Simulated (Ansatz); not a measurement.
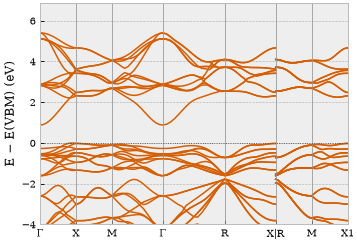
Figure: Band structure from DFT-r²SCAN in the program Ansatz with PAW potentials

Task: Read off the gap and where the band edges lie.

Result: About 0.9 eV (0.88 eV by a search for the band edges); maximum on the Γ–X line, 90 % of the way from Γ, minimum at Γ.

Task: Which compound is it?
A) RuS2, Pa-3 (Ru on 4a, S on 8c)
B) SiRu, P2_13 (Si on 4a, Ru on 4a)
C) BaTiO3, cubic perovskite
D) TaCu3Te4, P-43m (Ta on 1a, Cu on 3d, Te on 4e)

Result: A, RuS2, Pa-3 (Ru on 4a, S on 8c)

The cell was relaxed with r²SCAN under the symmetry of its start. The run is not spin-polarised. Spin–orbit coupling is left out wherever it is not named.

Potentials: the later of the program's two PAW sets.
